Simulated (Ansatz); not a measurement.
# [InH4]-: reading failed and doubtful runs

Aim: try 3 inputs for [InH4]- as typed, read how each ends, and find what has to change.

Program: Ansatz 0.2.0, Gaussian basis. Level of theory: the settings change from run to run. These are calculated values, not measurements.

1 further run of the same task is left out (set aside as unsound or not needed). Runs told in other sessions of the task aren't counted.

### 1 The molecule

The structure was relaxed beforehand with PBE-D4 in a triple-zeta def2 set. In takes a core potential in def2 sets; no spin-orbit term is included.

5 atoms, charge -1, spin multiplicity 1.

Atoms are counted from 1 here; the program's logs count them from 0.

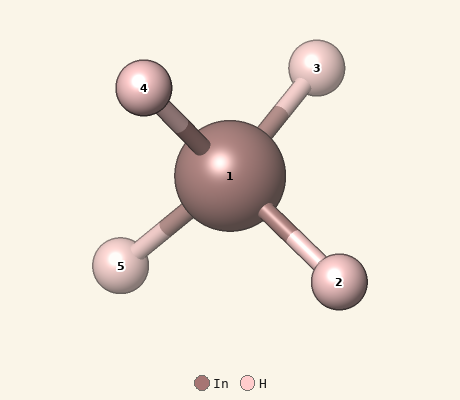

The structure; indium brown, hydrogen pink; atoms are numbered from 1 in the order of the file.

Geometry (Å):

```xyz
5
H4In
In    0.0000    0.0000    0.0000
H     0.0261   -0.0351    1.7938
H     1.6842   -0.0074   -0.6188
H    -0.8383    1.4847   -0.5592
H    -0.8721   -1.4422   -0.6159
```

### 2 Attempt 1

The input, in.yaml:

```yaml
crystal:
  periodic: [false, false, false]
  atoms:
    - {symbol: In, position_ang: [0.000000, 0.000000, -0.000002]}
    - {symbol: H, position_ang: [0.027453, -0.036808, 1.883498]}
    - {symbol: H, position_ang: [1.768459, -0.007802, -0.649750]}
    - {symbol: H, position_ang: [-0.880236, 1.558899, -0.587112]}
    - {symbol: H, position_ang: [-0.915676, -1.514289, -0.646644]}
basis:
  gaussian: {orbitals: def2-TZVPD, fitting: {mean_field: cc-pVTZ-jkfit}}
total_charge: -1
hamiltonian: {xc: {name: r2SCAN0}, dispersion: d4}
scf: {omitted_lower_state_checks: [starts]}
```

On the command line:

```bash
$ ansatz run in.yaml --threads 4 --pin off --events-out ev --progress --plain --max-ram 3916MiB
```

Output:

```text
Functional definition: r2SCAN0
  name "r2SCAN0"
  cite "Bursch, Neugebauer, Ehlert & Grimme, J. Chem. Phys. 156, 134105 (2022) doi:10.1063/5.0086040"
  cite "Furness, Kaplan, Ning, Perdew & Sun, J. Phys. Chem. Lett. 11, 8208 (2020) doi:10.1021/acs.jpclett.0c02405"
  cite "Furness, Kaplan, Ning, Perdew & Sun, J. Phys. Chem. Lett. 11, 9248 (2020) doi:10.1021/acs.jpclett.0c03077"
  parent r2scan
  parameter a = 0.25
  parameter k0 = 0.174
  parameter k1 = 0.065
  parameter a1 = 4.9479
  exchange = (1 - a)*r2scan_x(k0 = k0, k1 = k1, a1 = a1) + a*exact_x
  correlation = r2scan_c
these checks for a lower state are left out or cut short: starts
Error: <dir> the basis set cc-pVTZ-JKFIT has no functions for In
```

Wall time 0.25 s (4 threads of Arm Neoverse V2, shared host).

What is wrong: The program refused the input. The fitting set named has no entry for an element of this molecule. Cure: leave the fitting key out, or name a set that covers all elements and suits the basis. Its coordinates are also moved off the relaxed structure.

### 3 Attempt 2

The input, in.yaml:

```yaml
crystal:
  periodic: [false, false, false]
  atoms:
    - {symbol: In, position_ang: [0.000000, 0.000000, -0.000004]}
    - {symbol: H, position_ang: [0.057520, -0.077122, 3.946377]}
    - {symbol: H, position_ang: [3.705343, -0.016346, -1.361381]}
    - {symbol: H, position_ang: [-1.844304, 3.266266, -1.230139]}
    - {symbol: H, position_ang: [-1.918558, -3.172797, -1.354874]}
basis:
  gaussian: {orbitals: def2-TZVP}
total_charge: -1
magnetization: {spin_polarized: true, initial_magnetization: 0}
hamiltonian: {xc: {name: B97}}
output: {forces: true}
```

Launched as before.

Output (excerpt; [...] marks lines left out):

```text
Functional definition: B97
  name "B97"
  cite "Becke, J. Chem. Phys. 107, 8554 (1997) doi:10.1063/1.475007"
[...]
      + integral(e_c_pw_opposite_spin*poly(b97_u_opposite, cos0, cos1, cos2))
641 factors; their error is unknown
[...]
mean field -5231.22490110 eV, -192.2439692638 hartree, gradient 1.4e-5 eV, S^2 1.348702; 20 other end points of the search recorded, 0 dependent functions left out
[...]
reference -5231.22494978 eV, -192.2439710529 hartree; 13, 13 occupied and 61, 61 virtual orbitals, 641 factors
Total energy: -5231.22494978 eV, -192.2439710529 hartree
Atom 0 at     0.000000     0.000000    -0.000004 Å, force     0.000000    -0.000000    -0.000000 eV/Å
Atom 1 at     0.057520    -0.077122     3.946377 Å, force     0.008357    -0.017063    -0.292056 eV/Å
Atom 2 at     3.705343    -0.016346    -1.361381 Å, force    -0.268932     0.023535     0.113047 eV/Å
Atom 3 at    -1.844304     3.266266    -1.230139 Å, force     0.140271    -0.248215     0.066115 eV/Å
Atom 4 at    -1.918558    -3.172797    -1.354874 Å, force     0.120304     0.241743     0.112895 eV/Å
Dipole moment:     0.000000    -0.000001    -0.000001 e Å
```

Run time: 14 s. Hardware: 4 threads of Arm Neoverse V2, shared host.

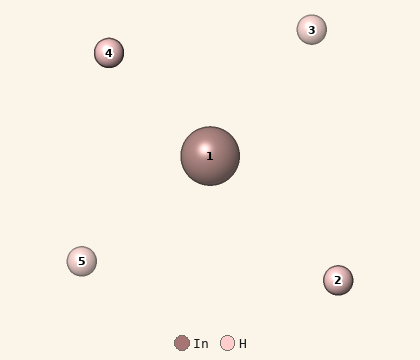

The geometry of this input.

What is wrong: The run converged, but a converged run isn't a right one. The geometry is stretched to more than twice its size. The shortest distance is 3.95 Å (In1–H5), against 1.79 Å in the relaxed molecule. Its energy is no property of the relaxed molecule. Fix: use the relaxed coordinates.

### 4 Attempt 3

The input, in.yaml:

```yaml
crystal:
  periodic: [false, false, false]
  atoms:
    - {symbol: In, position_ang: [0.000000, 0.000000, -0.000004]}
    - {symbol: H, position_ang: [0.049407, -0.066245, 3.389806]}
    - {symbol: H, position_ang: [3.182766, -0.014041, -1.169381]}
    - {symbol: H, position_ang: [-1.584196, 2.805614, -1.056649]}
    - {symbol: H, position_ang: [-1.647978, -2.725327, -1.163792]}
basis:
  gaussian: {orbitals: def2-TZVPD}
total_charge: -1
hamiltonian: {xc: {name: revPBE}, pseudopotentials: {relativity: scalar}}
scf: {omitted_lower_state_checks: [starts]}
output: {forces: true}
```

The command is unchanged.

Output (excerpt; [...] marks lines left out):

```text
Functional definition: revPBE
  name "revPBE"
  cite "Zhang & Yang, Phys. Rev. Lett. 80, 890 (1998) doi:10.1103/PhysRevLett.80.890"
  cite "Perdew, Burke & Ernzerhof, Phys. Rev. Lett. 77, 3865 (1996) doi:10.1103/PhysRevLett.77.3865"
[...]
635 factors; their error is unknown
[...]
mean field -5233.05644923 eV, -192.3112774160 hartree, gradient 7.8e-5 eV, S^2 0.000000; 0 other end points of the search recorded, 0 dependent functions left out
[...]
reference -5233.05653224 eV, -192.3112804669 hartree; 13, 13 occupied and 79, 79 virtual orbitals, 635 factors
Total energy: -5233.05653224 eV, -192.3112804669 hartree
Relativity: scalar
Atom 0 at     0.000000     0.000000    -0.000004 Å, force    -0.000000     0.000000     0.000000 eV/Å
Atom 1 at     0.049407    -0.066245     3.389806 Å, force    -0.008873     0.011341    -0.580047 eV/Å
Atom 2 at     3.182766    -0.014041    -1.169381 Å, force    -0.544769     0.002411     0.199707 eV/Å
Atom 3 at    -1.584196     2.805614    -1.056649 Å, force     0.271366    -0.479853     0.181008 eV/Å
Atom 4 at    -1.647978    -2.725327    -1.163792 Å, force     0.282275     0.466100     0.199332 eV/Å
Dipole moment:    -0.000000    -0.000000    -0.000000 e Å
Checks for a lower state left out: starts
```

It took 0.45 s on 4 threads of Arm Neoverse V2, shared host.

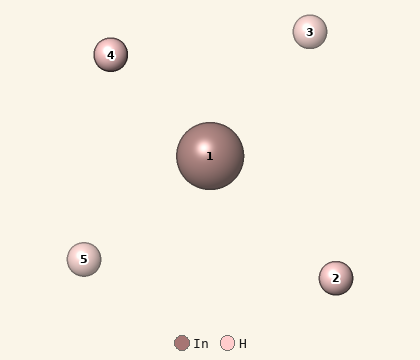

The geometry of this input.

Diagnosis: It ended without an error, which proves nothing about the input. The coordinates are in bohr but typed as ångström. The shortest distance is 3.39 Å (In1–H3), against 1.79 Å in the relaxed molecule. Its energy is no property of the relaxed molecule. Cure: take the coordinates from the file in ångström.

### 5 Summary

| attempt | level | ended | cause | time |
| --- | --- | --- | --- | --- |
| 1 | r2SCAN0/def2-TZVPD | refused | the fitting set named has no entry for an element of this molecule | 0.25 s |
| 2 | B97/def2-TZVP | converged | the geometry is stretched to more than twice its size | 14 s |
| 3 | revPBE/def2-TZVPD | converged | the coordinates are in bohr but typed as ångström | 0.45 s |

In words: 1 refused, 2 converged. A refusal costs next to no computing time. The dangerous case is the input that converges on a wrong geometry, charge, spin, basis or grid: often only a look at the input shows it.
